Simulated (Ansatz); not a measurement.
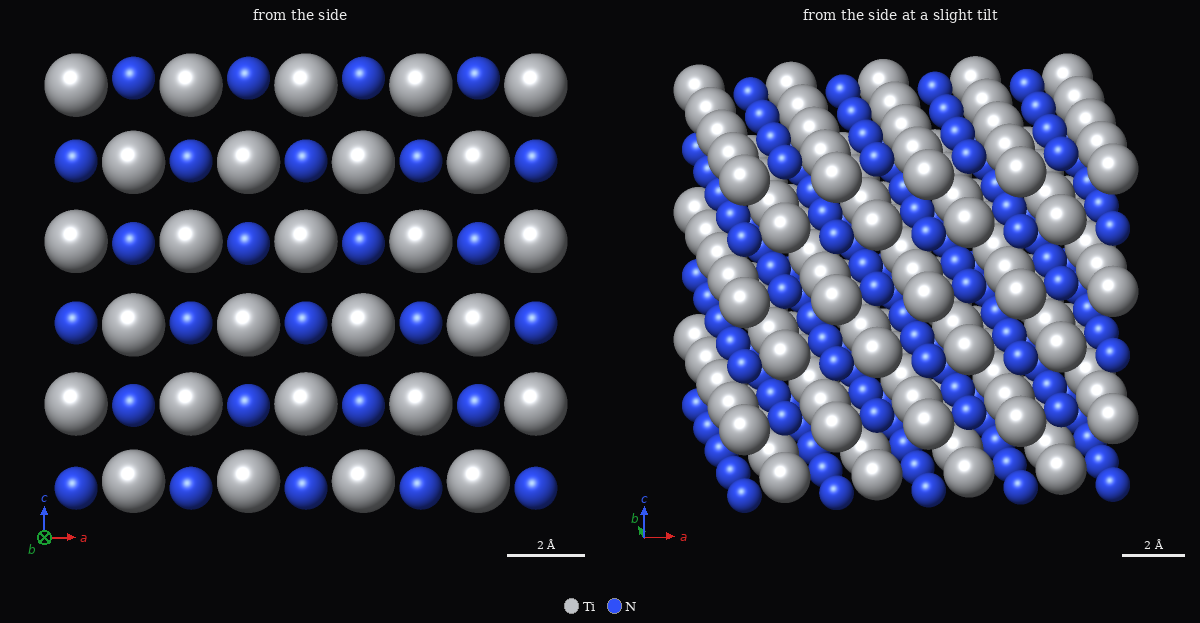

A spheres-only picture of a periodic slab, seen from the side and from the side at a slight tilt. The surface normal points up in side views; the vacuum is left out. 4×4 cells are drawn in the plane, with atoms at the edges repeated.

The cell holds 6 Ti, 6 N. The slab was cut from bulk TiN (Fm-3m).

Are the two faces alike, and what ends them?

Answer. The top face ends in N and Ti, the bottom face in N and Ti. The two faces are alike.

What is the slab's thickness, atom centre to atom centre?

Answer. About 11 Å from the lowest to the highest atom.

How are the atomic planes stacked?

Answer. Six planes: TiN / TiN / TiN / TiN / TiN / TiN.

Name the surface by its Miller indices.

Answer. (1 0 0).

Calculation details: Ansatz, DFT PBE, scalar-relativistic, plane waves, PAW; plane waves up to 420 eV, a 12×12×1 sampling of the Brillouin zone, Gaussian smearing of 0.1 eV, no spin polarisation.

How much energy takes an electron from the Fermi level to the vacuum on each side?

Answer. 2.92 eV on both faces.

The initial geometry was a structure listed in the Materials Project, from which a slab was cut. The atoms were relaxed in a fixed cell with DFT PBE, scalar-relativistic, plane waves, PAW in Ansatz 0.2.0.
